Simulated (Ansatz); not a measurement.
## Sensitivity of the G0W0 gap of ZnPS3 (C2/m)

A base run on ZnPS3 (C2/m), then changed inputs.

Main program and level: Ansatz 0.2.0; G0W0 on LDA, plane waves, PAW.

**1. Starting point**

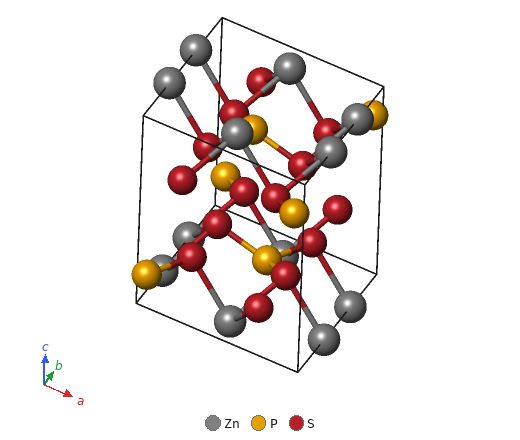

Start, viewed slightly off an axis; zinc grey, phosphorus orange, sulfur red. This picture shows the conventional cell, with its axes. Some periodic images of atoms are drawn too.

Structure file:

```cif
data_structure
_symmetry_space_group_name_H-M 'C2/m'
_symmetry_Int_Tables_number 12
_cell_length_a 5.8483
_cell_length_b 10.1373
_cell_length_c 6.5907
_cell_angle_alpha 90.000
_cell_angle_beta 107.036
_cell_angle_gamma 90.000
_cell_volume 373.59
loop_
_atom_site_label
_atom_site_type_symbol
_atom_site_symmetry_multiplicity
_atom_site_Wyckoff_symbol
_atom_site_fract_x
_atom_site_fract_y
_atom_site_fract_z
_atom_site_occupancy
Zn1 Zn 4 g 0.00000 0.33252 0.00000 1
P1 P 4 i 0.94204 0.00000 0.82653 1
S1 S 8 j 0.74829 0.16813 0.74876 1
S2 S 4 i 0.74659 0.00000 0.25059 1
```

The structure was relaxed with LDA. The runs that relaxed it are not among those shown. The default PAW set here is soft_2. Its files were made with PBE.

**2. The base run: 2×2×2 mesh, 362 empty bands, screening to 90 eV**

G0W0 replaces the xc potential by the self-energy, built once from these orbitals. Only a window of levels is corrected, while the sums run over the empty bands that the input names.

input.yaml reads:

```yaml
crystal:
  lattice:
    - [2.9241439516, -5.0686337764, 0.0002131003]
    - [2.9241439516, 5.0686337764, 0.0002131003]
    - [-1.9314010456, 0.0, 6.30138264]
  atoms:
    - { symbol: Zn, position: [0.6674819479, 0.3325180521, 0.0] }
    - { symbol: Zn, position: [0.3325180521, 0.6674819479, 0.0] }
    - { symbol: P, position: [0.9420357264, 0.9420357264, 0.8265338672] }
    - { symbol: P, position: [0.0579642736, 0.0579642736, 0.1734661328] }
    - { symbol: S, position: [0.5801548021, 0.9164201668, 0.7487598531] }
    - { symbol: S, position: [0.0835798332, 0.4198451979, 0.2512401469] }
    - { symbol: S, position: [0.7465943414, 0.7465943414, 0.2505942246] }
    - { symbol: S, position: [0.2534056586, 0.2534056586, 0.7494057754] }
    - { symbol: S, position: [0.4198451979, 0.0835798332, 0.2512401469] }
    - { symbol: S, position: [0.9164201668, 0.5801548021, 0.7487598531] }
kpoints:
  mp_grid: { grid: [2, 2, 2] }
hamiltonian:
  xc: lda
scf:
  occupations: { method: fixed }
gw:
  n_empty_bands: 362
  ecut_chi: 90
  qp_bands: [v3, c3]
  qp_kpoints: band_edges
  screening: { model: contour_deformation }
```

Command:

```sh
$ ansatz run input.yaml --threads 8 --pin off --max-ram 55296MiB --backend cuda --events-out ev --progress --plain --runs-dir out --devices 1 --max-vram 24GiB
```

Numbers of over 12 decimals in the logs are rounded to 6 here.

Log:

```text
GPUs: using 1 of 1 available (devices: 1).
Engine: ansatz 0.2.0, x86_64-unknown-linux-gnu
Pseudopotentials: kind: paw
Pseudopotential: Zn, paw, valence charge 12, recommended cutoff 420 eV (normal), Zn.paw.azcp
Pseudopotential: P, paw, valence charge 5, recommended cutoff 420 eV (normal), P.paw.azcp
Pseudopotential: S, paw, valence charge 6, recommended cutoff 420 eV (normal), S.paw.azcp
Functional definition: SPW92
  exchange = slater_x
  correlation = pw_c
device memory: the entry about to start is reckoned to put 5.0 GiB on a device that reports 78.6 GiB free (of which the cap on the GPU budget leaves the run 24.0 GiB)
GPU FFT provider: cuFFT
GPU libraries: cuBLAS 13.8.2, cuFFT 12.4.0, cuSOLVER 12.3.4
Crystal: 10 atoms, lattice volume = 186.795 Å³
Basis set: ecut = 420 eV, 3641 PW (Γ)
Bands: 45, of which v1, the nominal top of the filled ones, is band 35 counted from 1 (34 counted from 0)
Symmetry: 4 space group operations
Space group: C2/m (ITA 12), of the structure as read, at distance tolerance 5.7e-5 Å
k-points: 6 of 8
Non-local potential: Zn, projectors of the file, l = 0: 2, l = 1: 2, l = 2: 3, l = 3: 1
Non-local potential: P, projectors of the file, l = 0: 2, l = 1: 2, l = 2: 2
Non-local potential: S, projectors of the file, l = 0: 2, l = 1: 2, l = 2: 2
PAW form: soft (Blöchl's): semilocal exchange-correlation on the pseudo side does not see the compensation charge
PAW frozen core: Zn, regenerated for the run's functional, and the local potential with it (the file was generated under x = pbe(κ = 0.804, μ = 0.219515), c = pbe(β = 0.066725))
PAW frozen core: P, regenerated for the run's functional, and the local potential with it (the file was generated under x = pbe(κ = 0.804, μ = 0.219515), c = pbe(β = 0.066725))
PAW frozen core: S, regenerated for the run's functional, and the local potential with it (the file was generated under x = pbe(κ = 0.804, μ = 0.219515), c = pbe(β = 0.066725))
PAW one-centre angular grid: Zn, 590 points (default); XC on 64 Gauss nodes
PAW one-centre angular grid: P, 110 points (default); XC on 64 Gauss nodes
PAW one-centre angular grid: S, 110 points (default); XC on 64 Gauss nodes
Initial density: superposition of atomic densities (neutral atoms: chi_scale 0, normalization atom), corrected by the library's trained network
Initial wavefunctions: pseudopotential atomic-orbital guess
GPU buffer pool allocated for 72000 grid points (all kernels)
GPU transforms: local potential and band sums: pruned to the plane-wave sphere, on 40×40×45
Functional: x = slater, c = lda
SCF iter   1: F=—  HF=-13165.737611 eV  |F-HF|=—  |Δ(HF+E_count)|=         —  Δρ=6.14e-3  dr2=6.23e-2  ethr=1.77e-3  ⟨swp⟩=5.8  Hψ=1183  notcnv=0  defer=43
[...]
NSCF: frozen V_eff on 1 k-points
device memory: the entry about to start is reckoned to put 0.8 GiB on a device that reports 78.4 GiB free (of which the cap on the GPU budget leaves the run 24.0 GiB)
NSCF: frozen V_eff on 1 k-points
SCF converged after 8 iterations
Free energy (F): -13165.719271 eV
Harris-Foulkes:  -13165.719271 eV  (|F-HF|=2.44e-9)
Internal energy: -13165.719271 eV  (E = F + TS)
E sigma→0 (E₀):  -13165.719271 eV
Fermi energy:    6.161975 eV
--- Per-component energies (eV) ---
  E_band       = 7.759831
  E_kinetic    = 1058.121133
  E_local      = -5444.144975  (includes V_loc(G=0)·N_el)
  E_nonlocal   = 1485.075127
  E_hartree    = 2260.688622
  E_xc         = -973.639152
  E_vxc        = -758.899560  (∫ρ·V_xc dr)
  E_paw        = -8010.066916  (= ΣΔE_a)
  E_vpaw       = -853.770427  (= ΣTr[D̂ρ^β])
  E_aug_tail   = -0.000723  (compensation charges beyond the density's cutoff)
  E_ewald      = -3546.020558
  E_core_change = 4.268171  (= ΣΔE_core)
  E_smearing   = -0.000000  (= −TS)
  E_closure    = 0.000000  (closes the sum)
  Σ components = -13165.719271   (vs F -13165.719271, Δ=0.00e0)
--- Band table (eV; the first three rows and the last of 6) ---
  k-point 0: bands = [... 31 lower, 5.2973, 5.3827, 5.7989, 5.8497, 8.2927, 9.4105, 9.5133, 9.8252, ... 6 higher]
  k-point 1: bands = [... 31 lower, 5.2302, 5.3084, 5.8659, 5.9305, 8.7737, 9.3968, 9.6508, 9.7633, ... 6 higher]
  k-point 2: bands = [... 31 lower, 5.0486, 5.1374, 5.5588, 5.9741, 8.9084, 9.1293, 9.4897, 9.5344, ... 6 higher]
  k-point 5: bands = [... 31 lower, 4.4886, 5.2386, 5.6963, 5.8063, 8.9655, 9.1431, 9.4854, 9.7024, ... 6 higher]
--- G₀W₀: contour deformation, 6 samples at zero and on the imaginary axis and 1 off it, 8 q-points, 362 empty bands' worth ---
  eigenvalues of the whole cell's RPA ε∞ on this k-mesh (on a slab, of 1 + 4πα/V) = 5.4916, 9.8280, 9.8799; static W/v taken at q = 0 is 0.115290
  gw.qp_kpoints: band_edges: 6 of 6 stored k-points solved, in 1 pass; an edge of the gap read off the rows below is read off those points alone
    ik  band        ε_KS         Σx   Σc(E_QP)       V_xc       Z   E_QP_lin       E_QP  E_QP is
     0    33      5.3827   -18.8642     2.4437   -16.0625  0.7520     5.0228     5.0248  root
     0    34      5.7989   -20.5927     2.5221   -17.6646  0.7548     5.3905     5.3929  root
     0    35      5.8497   -20.6701     2.5206   -17.7446  0.7547     5.4426     5.4449  root
     0    36      8.2927   -10.0415    -4.4194   -15.3214  0.7773     9.1631     9.1531  root
     0    37      9.4105    -9.8618    -4.7255   -15.4820  0.7630    10.3196    10.3052  root
     0    38      9.5133    -8.3269    -4.3945   -13.4759  0.7752    10.2763    10.2677  root
     1    33      5.3084   -18.8843     2.4993   -16.0112  0.7508     4.9324     4.9347  root
     1    34      5.8659   -20.6045     2.4838   -17.7242  0.7556     5.4671     5.4693  root
[...]
5    35      5.8063   -20.4553     2.6792   -17.3277  0.7517     5.3549     5.3580  root
     5    36      8.9655    -9.3428    -4.2612   -14.4064  0.7784     9.7770     9.7680  root
     5    37      9.1431    -9.6325    -4.3167   -14.7425  0.7678     9.9461     9.9365  root
     5    38      9.4854   -10.2785    -4.4909   -15.6125  0.7612    10.3409    10.3285  root
```

The job ended after 3.6 s (1 × NVIDIA H100 80GB HBM3 with 8 threads of AMD EPYC 7R13 (Zen 3), shared host; peak memory 1.4 GiB; 8.5 s of CPU time).

Numbers from this step:

| Item | Value |
| --- | --- |
| bands summed | 397 |
| RPA ε∞ on this mesh (eigenvalues) | 5.492, 9.828, 9.880 |
| plane waves in the screening matrix | 365 |
| q-points in the mesh | 8 |
| G0W0 gap on the mesh | 3.410 eV |
| k of the valence top | -0.5, -0.5, 0 |
| k of the conduction bottom | 0, 0, 0 |
| starting gap on the mesh | 2.131 eV |
| Z at the valence top | 0.7540 |
| Z at the conduction bottom | 0.7773 |
| least direct G0W0 gap on the computed points | 3.586 eV |

The gap on the mesh goes from 2.13 eV to 3.41 eV, a correction of +1.28 eV. Between the two edge states, bare exchange in place of the xc potential would open the gap by 8.27 eV, and correlation takes back 6.99 eV.

**3. Variant: plasmon pole at a typed frequency**

input.yaml: that of step 2 with these lines changed.

```diff
@@ -23,6 +23,7 @@
 gw:
-  n_empty_bands: 362
-  ecut_chi: 90
+  n_empty_bands: 424
+  ecut_chi: 100
   qp_bands: [v3, c3]
   qp_kpoints: band_edges
-  screening: { model: contour_deformation }
+  screening: { model: godby_needs }
+  plasmon_pole_fit_frequency: 10
```

Log:

```text
GPUs: using 1 of 1 available (devices: 1).
[...]
GPU FFT provider: cuFFT
GPU libraries: cuBLAS 13.8.2, cuFFT 12.4.0, cuSOLVER 12.3.4
Crystal: 10 atoms, lattice volume = 186.795 Å³
Basis set: ecut = 420 eV, 3641 PW (Γ)
Bands: 45, of which v1, the nominal top of the filled ones, is band 35 counted from 1 (34 counted from 0)
[... 1 set-up line as in the run before ...]
[...]
k-points: 6 of 8
[...]
GPU buffer pool allocated for 72000 grid points (all kernels)
[...]
SCF iter   1: F=—  HF=-13165.737611 eV  |F-HF|=—  |Δ(HF+E_count)|=         —  Δρ=6.14e-3  dr2=6.23e-2  ethr=1.77e-3  ⟨swp⟩=5.8  Hψ=1183  notcnv=0  defer=43
[...]
SCF iter   8: F=-13165.719271 eV  HF=-13165.719271 eV  |F-HF|=2.44e-9  |Δ(HF+E_count)|=   4.39e-8  Δρ=1.95e-6  dr2=9.57e-9  ethr=1.43e-10  ⟨swp⟩=13.5  Hψ=1364  notcnv=0
SCF 1 converged in 8 iterations: F = -13165.719271 eV  dr2 = 9.57e-9
[...]
NSCF: frozen V_eff on 6 k-points
[...]
G₀W₀ screening: q 1/6
[... further progress lines ...]
[...]
SCF converged after 8 iterations
Free energy (F): -13165.719271 eV
[...]
Internal energy: -13165.719271 eV  (E = F + TS)
E sigma→0 (E₀):  -13165.719271 eV
Fermi energy:    6.161975 eV
[...]
--- Band table (eV; the first three rows and the last of 6) ---
  k-point 0: bands = [... 31 lower, 5.2973, 5.3827, 5.7989, 5.8497, 8.2927, 9.4105, 9.5133, 9.8252, ... 6 higher]
  k-point 1: bands = [... 31 lower, 5.2302, 5.3084, 5.8659, 5.9305, 8.7737, 9.3968, 9.6508, 9.7633, ... 6 higher]
  k-point 2: bands = [... 31 lower, 5.0486, 5.1374, 5.5588, 5.9741, 8.9084, 9.1293, 9.4897, 9.5344, ... 6 higher]
  k-point 5: bands = [... 31 lower, 4.4886, 5.2386, 5.6963, 5.8063, 8.9655, 9.1431, 9.4854, 9.7024, ... 6 higher]
--- G₀W₀: ω_p = 10.0000 eV, 8 q-points, 424 empty bands' worth ---
[...]
GN-PPA: 468202/1449397 pairs with Re ω̃² < 0 across q-mesh
[...]
0    33      5.3827   -18.8642     2.5214   -16.0625  0.7548     5.1019     5.1025  root
     0    34      5.7989   -20.5927     2.5969   -17.6646  0.7555     5.4669     5.4677  root
     0    35      5.8497   -20.6701     2.5947   -17.7446  0.7551     5.5181     5.5190  root
     0    36      8.2927   -10.0415    -4.3551   -15.3214  0.7762     9.2242     9.2174  root
     0    37      9.4105    -9.8618    -4.6668   -15.4820  0.7663    10.3728    10.3639  root
     0    38      9.5133    -8.3269    -4.3280   -13.4759  0.7765    10.3398    10.3342  root
     1    33      5.3084   -18.8843     2.5731   -16.0112  0.7546     5.0077     5.0085  root
     1    34      5.8659   -20.6045     2.5575   -17.7242  0.7559     5.5422     5.5430  root
[...]
5    35      5.8063   -20.4553     2.7520   -17.3277  0.7533     5.4296     5.4308  root
     5    36      8.9655    -9.3428    -4.1884   -14.4064  0.7784     9.8469     9.8408  root
     5    37      9.1431    -9.6325    -4.2586   -14.7425  0.7697    10.0009     9.9945  root
     5    38      9.4854   -10.2785    -4.4250   -15.6125  0.7651    10.4035    10.3944  root
```

Elapsed: 4.6 s, on 1 × NVIDIA H100 80GB HBM3 with 8 threads; peak memory 1.6 GiB; 16 s of CPU time.

The G0W0 gap on the mesh is 3.400 eV.

Against the base:

| setting | base | variant |
| --- | --- | --- |
| empty bands | 362 | 424 |
| screening cutoff (eV) | 90 | 100 |
| frequency model | contour deformation | plasmon pole |
| plasmon pole fit frequency | - | 10 |

| quantity | variant | base |
| --- | --- | --- |
| starting gap on the mesh | 2.131 | 2.131 |
| G0W0 gap on the mesh | 3.400 | 3.410 |
| least direct G0W0 gap on the computed points | 3.585 | 3.586 |
| Z at the valence top | 0.754 | 0.754 |
| Z at the conduction bottom | 0.776 | 0.777 |

**4. Variant: coarser q mesh**

input.yaml: that of step 3 with these lines changed.

```diff
@@ -27,3 +27,3 @@
   qp_kpoints: band_edges
-  screening: { model: godby_needs }
-  plasmon_pole_fit_frequency: 10
+  screening: { model: contour_deformation }
+  q_mesh: [1, 1, 1]
```

Log:

```text
GPUs: using 1 of 1 available (devices: 1).
[...]
GPU FFT provider: cuFFT
GPU libraries: cuBLAS 13.8.2, cuFFT 12.4.0, cuSOLVER 12.3.4
Crystal: 10 atoms, lattice volume = 186.795 Å³
Basis set: ecut = 420 eV, 3641 PW (Γ)
Bands: 45, of which v1, the nominal top of the filled ones, is band 35 counted from 1 (34 counted from 0)
[... 1 set-up line as in the run before ...]
[...]
k-points: 6 of 8
[...]
GPU buffer pool allocated for 72000 grid points (all kernels)
[...]
SCF iter   1: F=—  HF=-13165.737611 eV  |F-HF|=—  |Δ(HF+E_count)|=         —  Δρ=6.14e-3  dr2=6.23e-2  ethr=1.77e-3  ⟨swp⟩=5.8  Hψ=1183  notcnv=0  defer=43
[...]
SCF iter   8: F=-13165.719271 eV  HF=-13165.719271 eV  |F-HF|=2.44e-9  |Δ(HF+E_count)|=   4.39e-8  Δρ=1.95e-6  dr2=9.57e-9  ethr=1.43e-10  ⟨swp⟩=13.5  Hψ=1364  notcnv=0
SCF 1 converged in 8 iterations: F = -13165.719271 eV  dr2 = 9.57e-9
[...]
G₀W₀ screening: q 1/1
[... further progress lines ...]
[...]
SCF converged after 8 iterations
Free energy (F): -13165.719271 eV
[...]
Internal energy: -13165.719271 eV  (E = F + TS)
E sigma→0 (E₀):  -13165.719271 eV
Fermi energy:    6.161975 eV
[...]
--- Band table (eV; the first three rows and the last of 6) ---
  k-point 0: bands = [... 31 lower, 5.2973, 5.3827, 5.7989, 5.8497, 8.2927, 9.4105, 9.5133, 9.8252, ... 6 higher]
  k-point 1: bands = [... 31 lower, 5.2302, 5.3084, 5.8659, 5.9305, 8.7737, 9.3968, 9.6508, 9.7633, ... 6 higher]
  k-point 2: bands = [... 31 lower, 5.0486, 5.1374, 5.5588, 5.9741, 8.9084, 9.1293, 9.4897, 9.5344, ... 6 higher]
  k-point 5: bands = [... 31 lower, 4.4886, 5.2386, 5.6963, 5.8063, 8.9655, 9.1431, 9.4854, 9.7024, ... 6 higher]
[...]
0    33      5.3827   -19.7152     3.2247   -16.0625  0.7312     4.9509     4.9546  root
     0    34      5.7989   -21.5127     3.3764   -17.6646  0.7340     5.3230     5.3272  root
     0    35      5.8497   -21.6177     3.3962   -17.7446  0.7339     5.3685     5.3729  root
     0    36      8.2927    -9.0512    -5.4745   -15.3214  0.7510     9.1006     9.0883  root
     0    37      9.4105    -9.1125    -5.5740   -15.4820  0.7394    10.2209    10.2060  root
     0    38      9.5133    -7.7156    -5.1600   -13.4759  0.7534    10.1204    10.1136  root
     1    33      5.3084   -19.6944     3.2527   -16.0112  0.7306     4.8741     4.8779  root
     1    34      5.8659   -21.5291     3.3456   -17.7242  0.7347     5.4026     5.4066  root
[...]
5    35      5.8063   -21.2618     3.4404   -17.3277  0.7337     5.3080     5.3127  root
     5    36      8.9655    -8.5845    -5.1423   -14.4064  0.7542     9.6537     9.6451  root
     5    37      9.1431    -9.0957    -5.0150   -14.7425  0.7465     9.7825     9.7749  root
     5    38      9.4854    -9.5713    -5.3015   -15.6125  0.7428    10.2361    10.2251  root
```

Elapsed: 2.8 s, on 1 × NVIDIA H100 80GB HBM3 with 8 threads; peak memory 1.4 GiB; 6 s of CPU time.

Against the base:

| setting | base | variant |
| --- | --- | --- |
| empty bands | 362 | 424 |
| screening cutoff (eV) | 90 | 100 |
| q mesh | - | [1, 1, 1] |

| quantity | variant | base |
| --- | --- | --- |
| starting gap on the mesh | 2.131 | 2.131 |
| G0W0 gap on the mesh | 3.418 | 3.410 |
| least direct G0W0 gap on the computed points | 3.533 | 3.586 |
| Z at the valence top | 0.734 | 0.754 |
| Z at the conduction bottom | 0.751 | 0.777 |

**5. Results**

| Property | Result |
| --- | --- |
| base | 3.41 eV, 3.6 s |
| plasmon pole at a typed frequency | 3.40 eV, 4.6 s |
| coarser q mesh | 3.42 eV, 2.8 s |

Plasmon pole at a typed frequency: the gap moves by −0.01 eV. The variant differs from the base in empty bands, screening cutoff, frequency model and plasmon pole fit frequency together, so the change can't be laid to one of them. Coarser q mesh: the gap moves by +0.01 eV; such settings are too crude to quote. The variant differs from the base in empty bands, screening cutoff and q mesh together, so the change can't be laid to one of them. All runs here use a coarse mesh and modest cutoffs; they test settings and are not final values. The 2×2×2 mesh is coarse for this cell (its supercell is 12 Å along the shortest edge). The RPA ε∞ on it, from the LDA start, is 5.49, 9.83 and 9.88; such meshes misread the long-range screening, most where the gap is narrow.

[Paths, hosts, dates, memory and timing lines, banners, echoed tables and standing remarks are left out of the program output.]

[Logs are printed without paths, hosts, clocks, repeated set-up lines and the standing remarks that a program may print on its own settings, such as how far it seeks lower states.]

[Runs of the session that timed out or met a known fault of the program may be left out.]

[Cells called generated may have been cut or substituted from an entry of the Crystallography Open Database or the Materials Project.]

[Hosts, paths, dates, database ids (printed as entryN), source tags and the programs' standing remarks are cut or masked in the printed files.]
